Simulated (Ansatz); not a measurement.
# Does disorder add resistance in series? Au(111) layers displaced at 500 K

Two lengths of the disordered region are known. What area resistance does the third give?

Set-up. Ansatz 0.2.0, plane waves with PAW datasets at their recommended cutoffs (420 eV for most), Fermi-Dirac smearing; ballistic transmission by layer matching. The area resistance is RA = A (h/2e²)(1/T − 1/N), with T the zone-mean transmission per spin and N the lead's channels, both averaged over a few energies near the Fermi level; for magnets each spin is taken apart, with h/e², and the two conduct in parallel. Lateral cell 2x2, PBE, a fresh random draw for each length. Atoms are displaced independently, by 0.117 Å r.m.s. per direction; each RA is scaled by the nominal over the drawn mean square displacement.

The runs, with one result withheld:

| length (Å) | channels N | RA (fΩ m²) |
| --- | --- | --- |
| 9.42 | 3.210 | 0.0845 |
| 18.8 | 3.210 | 0.146 |
| 28.3 | 3.210 | ? |

**Estimate by hand.**

Ohm's law makes RA linear in the length: the slope is (0.146 − 0.0845)/(18.8 − 9.42) = 6.57×10⁻³ fΩ m² per Å, or 6.6 µΩ cm. Then 0.146 + 6.57×10⁻³ × 9.42. Predicted: 0.208 fΩ m².

What the run gave:

0.195 fΩ m², so the prediction is 6.6 % too high. The three lengths together give 5.9 µΩ cm. The two increments are 0.062 and 0.049 fΩ m², roughly as Ohm's law has it, though with one draw for each length that is a weak test.

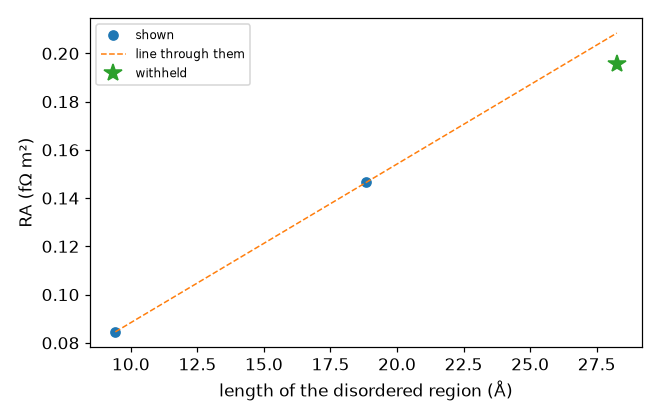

Area resistance against length.

Caveats: The scatterers repeat sideways with the small cell. The slope is a raw one; a model of isotropic scattering puts it 1.17 times the bulk value over these lengths. Spin-orbit coupling is left out, which matters for Au.
